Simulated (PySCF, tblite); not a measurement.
# allyldimethylamine (C5H11N): a rotation path, then NMR shifts on frames, part 2 of 2

tblite 0.8.0 and PySCF 2.14.0. Atoms count from 0. The steps go on from the part before.

**5. Shielding tensors: image 4, PBE0/pcSseg-1**

Job settings and geometry (Å):

```
{"job": {"kind": "nmr", "xc": "PBE0", "basis": "pcSseg-1", "pop": false}, "charge": 0, "multiplicity": 1}
C      2.824300     0.133500    -0.048500
C      1.614600     0.602900    -0.285900
C      0.421800     0.338300     0.585100
N     -0.728600    -0.100700    -0.206600
C     -1.130200    -1.455300     0.099700
C     -1.846300     0.813300    -0.132600
H      3.030200    -0.497900     0.801400
H      3.664600     0.367900    -0.679500
H      1.421200     1.231900    -1.143700
H      0.681900    -0.408500     1.343100
H      0.172400     1.266900     1.114700
H     -1.902500    -1.766700    -0.603800
H     -1.527700    -1.561200     1.123300
H     -0.273300    -2.115900    -0.015900
H     -2.258200     0.912000     0.885900
H     -1.530900     1.795700    -0.479700
H     -2.640300     0.456000    -0.787000
```

Level: GIAO PBE0/pcSseg-1 NMR shielding, non-relativistic, gas phase.

Log:

```text
coarse grid: 13312 points
cycle   1  E = -251.4410901988  dE =  5.314e-01  |g| = 3.705e-01  |ddm| = 3.441e+00
cycle   2  E = -251.4425001397  dE = -1.410e-03  |g| = 3.760e-01  |ddm| = 7.599e-01
cycle   3  E = -251.4795191401  dE = -3.702e-02  |g| = 4.736e-02  |ddm| = 4.077e-01
cycle   4  E = -251.4798127446  dE = -2.936e-04  |g| = 2.765e-02  |ddm| = 5.666e-02
cycle   5  E = -251.4799695049  dE = -1.568e-04  |g| = 4.621e-03  |ddm| = 2.566e-02
cycle   6  E = -251.4799730450  dE = -3.540e-06  |g| = 2.480e-03  |ddm| = 5.520e-03
final grid: 126128 points
cycle   7  E = -251.5158839410  dE = -3.783e-05  |g| = 8.870e-03  |ddm| = 2.983e-02
cycle   8  E = -251.5158770883  dE =  6.853e-06  |g| = 1.040e-02  |ddm| = 1.644e-02
cycle   9  E = -251.5159038810  dE = -2.679e-05  |g| = 1.454e-03  |ddm| = 8.662e-03
cycle  10  E = -251.5159043966  dE = -5.156e-07  |g| = 2.005e-04  |ddm| = 1.192e-03
cycle  11  E = -251.5159044044  dE = -7.792e-09  |g| = 1.146e-04  |ddm| = 2.901e-04
cycle  12  E = -251.5159044073  dE = -2.886e-09  |g| = 1.932e-05  |ddm| = 1.082e-04
cycle  13  E = -251.5159044074  dE = -7.162e-11  |g| = 3.815e-06  |ddm| = 2.068e-05
converged SCF energy = -251.5159044074

GIAO shielding tensors (ppm)
atom      isotropic    diamagn.    paramagn.     s11        s22        s33       span
  0 C       68.768     253.796    -185.028    -40.573     86.546    160.330    200.903
  1 C       38.763     255.047    -216.285    -83.117     47.270    152.135    235.253
  2 C      120.237     248.046    -127.808     96.829    106.926    156.957     60.128
  3 N      231.869     322.260     -90.391    192.345    225.129    278.134     85.788
  4 C      138.892     247.172    -108.280    109.161    124.545    182.971     73.810
  5 C      137.525     246.619    -109.094    108.058    121.612    182.906     74.848
  6 H       26.538      31.500      -4.962     23.296     25.781     30.535      7.239
  7 H       26.592      28.770      -2.178     23.730     25.506     30.541      6.812
  8 H       25.441      32.030      -6.589     22.606     24.798     28.918      6.312
  9 H       29.228      33.701      -4.473     25.809     28.166     33.708      7.900
 10 H       28.730      32.337      -3.607     24.810     29.005     32.374      7.563
 11 H       29.428      30.463      -1.035     25.038     27.030     36.216     11.178
 12 H       29.612      30.503      -0.891     26.248     27.228     35.360      9.112
 13 H       29.165      31.431      -2.266     24.878     27.288     35.328     10.449
 14 H       29.526      30.111      -0.585     26.178     27.222     35.178      9.000
 15 H       29.067      30.915      -1.849     24.604     27.099     35.496     10.892
 16 H       29.449      30.174      -0.725     25.375     26.803     36.168     10.793
```

Wall time 36 s (1 thread of Intel Xeon at 2.50GHz, shared host); peak memory 0.8 GiB.

In short: δ C1 148.2, C0 118.2, C2 66.7, C5 49.4, H8 6.28, H6 5.18 ppm.

**6. Nuclear shieldings: image 6, PBE0/pcSseg-1**

Job settings and geometry (Å):

```
{"job": {"kind": "nmr", "xc": "PBE0", "basis": "pcSseg-1", "pop": false}, "charge": 0, "multiplicity": 1}
C      2.817500     0.339600    -0.128900
C      1.556400     0.719200    -0.206000
C      0.457400     0.126800     0.625300
N     -0.688200    -0.260300    -0.194300
C     -1.309100    -1.486700     0.255100
C     -1.659700     0.804800    -0.303200
H      3.135000    -0.437600     0.548200
H      3.591100     0.792200    -0.725600
H      1.258200     1.499300    -0.892300
H      0.845700    -0.752300     1.143400
H      0.155600     0.859000     1.395600
H     -2.084000    -1.770900    -0.457000
H     -1.769900    -1.397200     1.252600
H     -0.560800    -2.276800     0.281000
H     -2.109200     1.070900     0.669400
H     -1.184400     1.690400    -0.719800
H     -2.458700     0.491600    -0.973700
```

With the program's defaults for keys left out, this is: GIAO PBE0/pcSseg-1 NMR shielding, non-relativistic, gas phase.

Log:

```text
coarse grid: 13312 points
cycle   1  E = -251.4420427470  dE =  5.367e-01  |g| = 3.708e-01  |ddm| = 3.446e+00
cycle   2  E = -251.4433055732  dE = -1.263e-03  |g| = 3.769e-01  |ddm| = 7.632e-01
cycle   3  E = -251.4804407842  dE = -3.714e-02  |g| = 4.860e-02  |ddm| = 4.075e-01
cycle   4  E = -251.4807609141  dE = -3.201e-04  |g| = 2.740e-02  |ddm| = 5.549e-02
cycle   5  E = -251.4809135940  dE = -1.527e-04  |g| = 4.267e-03  |ddm| = 2.431e-02
cycle   6  E = -251.4809164320  dE = -2.838e-06  |g| = 2.365e-03  |ddm| = 4.966e-03
final grid: 126128 points
cycle   7  E = -251.5166219417  dE = -3.637e-05  |g| = 8.857e-03  |ddm| = 2.906e-02
cycle   8  E = -251.5166152887  dE =  6.653e-06  |g| = 1.033e-02  |ddm| = 1.593e-02
cycle   9  E = -251.5166418371  dE = -2.655e-05  |g| = 1.448e-03  |ddm| = 8.590e-03
cycle  10  E = -251.5166423493  dE = -5.122e-07  |g| = 1.903e-04  |ddm| = 1.165e-03
cycle  11  E = -251.5166423561  dE = -6.764e-09  |g| = 1.121e-04  |ddm| = 2.769e-04
cycle  12  E = -251.5166423589  dE = -2.786e-09  |g| = 1.878e-05  |ddm| = 1.060e-04
cycle  13  E = -251.5166423589  dE = -6.867e-11  |g| = 4.028e-06  |ddm| = 1.947e-05
converged SCF energy = -251.5166423589

GIAO shielding tensors (ppm)
atom      isotropic    diamagn.    paramagn.     s11        s22        s33       span
  0 C       67.616     253.337    -185.722    -42.068     85.748    159.166    201.234
  1 C       41.608     255.927    -214.318    -84.077     48.736    160.166    244.243
  2 C      119.715     248.208    -128.494     96.917    106.879    155.348     58.431
  3 N      228.291     322.599     -94.308    190.740    227.866    266.268     75.528
  4 C      137.303     246.764    -109.461    107.881    120.161    183.867     75.986
  5 C      139.747     247.438    -107.690    107.592    128.026    183.625     76.033
  6 H       26.485      31.437      -4.952     23.187     25.680     30.588      7.400
  7 H       26.511      28.784      -2.273     23.695     25.413     30.426      6.731
  8 H       25.439      32.134      -6.694     22.399     24.261     29.658      7.260
  9 H       29.071      34.077      -5.007     24.800     28.531     33.880      9.080
 10 H       28.897      32.022      -3.125     25.959     28.477     32.256      6.297
 11 H       29.311      30.226      -0.915     25.121     26.725     36.088     10.967
 12 H       29.589      30.122      -0.533     26.360     26.985     35.422      9.062
 13 H       29.233      31.091      -1.858     24.806     27.202     35.689     10.883
 14 H       29.934      30.422      -0.487     26.839     27.530     35.434      8.595
 15 H       29.044      31.418      -2.374     24.411     27.313     35.408     10.997
 16 H       29.415      30.439      -1.024     25.220     26.872     36.153     10.933
```

It took 38 s on 1 thread of Intel Xeon at 2.50GHz, shared host; peak memory 0.8 GiB.

This run: δ C1 145.3, C0 119.3, C2 67.2, C4 49.6, H8 6.28, H6 5.23 ppm.

**7. Nuclear shieldings: image 8, PBE0/pcSseg-1**

Job settings and geometry (Å):

```
{"job": {"kind": "nmr", "xc": "PBE0", "basis": "pcSseg-1", "pop": false}, "charge": 0, "multiplicity": 1}
C      2.673200     0.476500    -0.311600
C      1.477500     0.871000     0.082300
C      0.477600    -0.034300     0.735700
N     -0.607400    -0.409000    -0.165400
C     -1.418800    -1.458800     0.412200
C     -1.422400     0.725400    -0.545100
H      3.001900    -0.542200    -0.187800
H      3.374100     1.151100    -0.773700
H      1.176400     1.901300    -0.049800
H      0.980900    -0.956700     1.036900
H      0.084000     0.459000     1.646700
H     -2.177800    -1.757500    -0.309800
H     -1.922700    -1.148700     1.342500
H     -0.791000    -2.322000     0.629300
H     -1.877500     1.231900     0.322400
H     -0.814900     1.442600    -1.092600
H     -2.220100     0.382300    -1.202300
```

With the program's defaults for keys left out, this is: GIAO PBE0/pcSseg-1 NMR shielding, non-relativistic, gas phase.

Log:

```text
coarse grid: 13312 points
cycle   1  E = -251.4437106193  dE =  5.393e-01  |g| = 3.698e-01  |ddm| = 3.440e+00
cycle   2  E = -251.4443677876  dE = -6.572e-04  |g| = 3.786e-01  |ddm| = 7.810e-01
cycle   3  E = -251.4816872825  dE = -3.732e-02  |g| = 5.207e-02  |ddm| = 4.191e-01
cycle   4  E = -251.4820798233  dE = -3.925e-04  |g| = 2.713e-02  |ddm| = 5.650e-02
cycle   5  E = -251.4822287207  dE = -1.489e-04  |g| = 4.060e-03  |ddm| = 2.266e-02
cycle   6  E = -251.4822313985  dE = -2.678e-06  |g| = 2.091e-03  |ddm| = 4.511e-03
final grid: 126128 points
cycle   7  E = -251.5176275074  dE = -3.402e-05  |g| = 8.742e-03  |ddm| = 2.766e-02
cycle   8  E = -251.5176215880  dE =  5.919e-06  |g| = 1.006e-02  |ddm| = 1.576e-02
cycle   9  E = -251.5176469856  dE = -2.540e-05  |g| = 1.386e-03  |ddm| = 8.563e-03
cycle  10  E = -251.5176474476  dE = -4.620e-07  |g| = 1.829e-04  |ddm| = 1.116e-03
cycle  11  E = -251.5176474540  dE = -6.419e-09  |g| = 1.015e-04  |ddm| = 2.489e-04
cycle  12  E = -251.5176474563  dE = -2.295e-09  |g| = 2.019e-05  |ddm| = 9.449e-05
cycle  13  E = -251.5176474564  dE = -8.339e-11  |g| = 4.229e-06  |ddm| = 2.074e-05
converged SCF energy = -251.5176474564

GIAO shielding tensors (ppm)
atom      isotropic    diamagn.    paramagn.     s11        s22        s33       span
  0 C       60.225     253.699    -193.474    -52.590     76.806    156.458    209.048
  1 C       42.375     256.340    -213.965    -85.104     49.060    163.168    248.272
  2 C      120.862     248.012    -127.149     99.866    111.256    151.465     51.599
  3 N      217.358     322.792    -105.435    185.680    213.710    252.682     67.002
  4 C      136.905     246.739    -109.834    110.214    115.087    185.415     75.201
  5 C      142.394     248.372    -105.978    111.382    131.950    183.850     72.468
  6 H       26.166      31.664      -5.498     22.569     25.492     30.436      7.867
  7 H       26.200      28.944      -2.744     23.341     25.276     29.983      6.643
  8 H       25.335      31.984      -6.649     22.486     24.162     29.355      6.869
  9 H       28.836      33.570      -4.734     24.687     27.935     33.885      9.197
 10 H       29.286      31.723      -2.437     26.488     28.604     32.764      6.276
 11 H       29.263      30.170      -0.907     25.279     26.500     36.009     10.729
 12 H       29.844      29.930      -0.086     26.979     27.010     35.543      8.564
 13 H       29.236      30.712      -1.475     24.882     27.023     35.804     10.922
 14 H       30.247      30.907      -0.660     27.287     27.593     35.862      8.575
 15 H       28.965      31.826      -2.861     24.030     27.785     35.080     11.049
 16 H       29.474      30.901      -1.427     25.301     27.109     36.011     10.710
```

Run time: 38 s. Hardware: 1 thread of Intel Xeon at 2.50GHz, shared host; peak memory 0.8 GiB.

Key values: δ C1 144.6, C0 126.7, C2 66.1, C4 50.0, H8 6.38, H6 5.55 ppm.

**8. Run by run: NMR shifts**

Shifts (ppm) of some atoms, chosen among heavy atoms and hydrogens apart, with basis size and wall time:

```
  frame     C1     C0    C5    C4   H10   H12    N3  functions  time
image 0  149.5  122.9  48.7  45.1  3.41  1.33  44.7        157  43 s
image 2  149.3  120.2  49.7  45.8  3.16  1.67  41.2        157  32 s
image 4  148.2  118.2  49.4  48.0  2.99  2.11  35.9        157  36 s
image 6  145.3  119.3  47.2  49.6  2.82  2.13  39.4        157  38 s
image 8  144.6  126.7  44.5  50.0  2.43  1.87  50.4        157  38 s
```

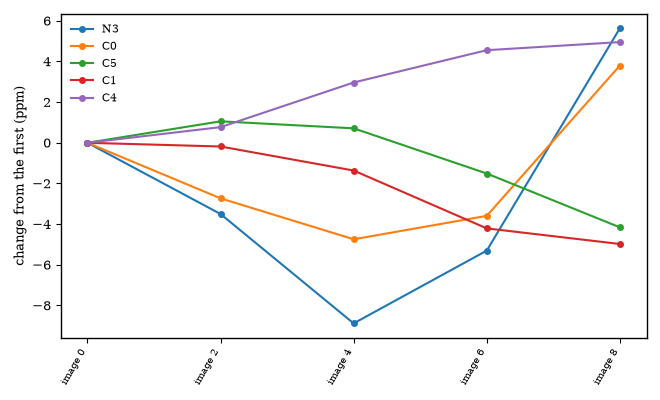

How five of the tabulated atoms move from run to run.

**9. Results**

What follows sums up all 2 parts.

| quantity | value |
| --- | --- |
| barrier | 0.119 eV (2.7 kcal/mol) at image 4 |
| end to end (GFN2-xTB) | 0.073 eV |
| 13C shifts against TMS (PBE0/pcSseg-1, image 0) | 149.5, 122.9, 67.7, 48.7, 45.1 ppm |
| 1H shifts against TMS (PBE0/pcSseg-1, image 0) | 6.26, 5.52, 5.36, 3.41, 2.75, 2.51, 2.51, 2.32, 2.24, 1.85, 1.33 ppm |
| 15N shifts against NH3 (PBE0/pcSseg-1, image 0) | 44.7 ppm |
| range of the shift of N3 | 35.9 to 50.4 ppm |

What this shows: Along the band the dihedral turns by 104°, and the top (dihedral -117°) lies 2.7 kcal/mol above the start (GFN2-xTB, rough), so at room temperature this motion is fast. The top was not checked by a frequency run. Shifts at one fixed geometry are not the observed spectrum, which averages over the motion. In the first frame run (image 0): The widest tensor belongs to C1: span 233 ppm, with a paramagnetic part of -218 ppm. Across the 5 runs the shift of N3 moves most, between 35.9 (image 4) and 50.4 ppm (image 8).
